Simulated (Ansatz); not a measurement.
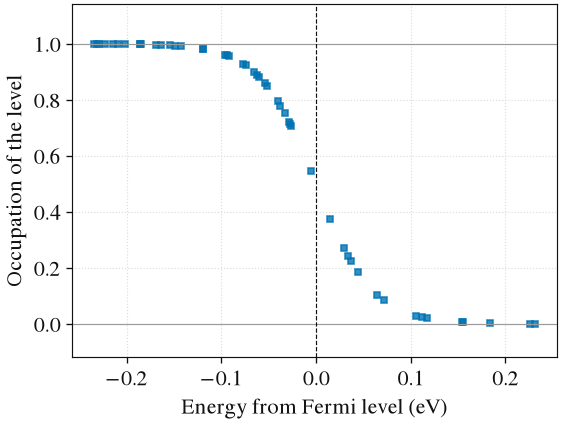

Occupations of the one-electron levels of the k mesh against their energy, from a run on Ge2PdS3, space group Immm, 6 atoms in the cell, Ca2CuO3-71 type type, with Ansatz.

Question: Name the smearing function and its width.

Answer: Fermi-Dirac smearing with a width of 0.03 eV. The occupations stay between 0 and 1 and have long exponential tails; the slope at the Fermi level is 1/(4 × width).
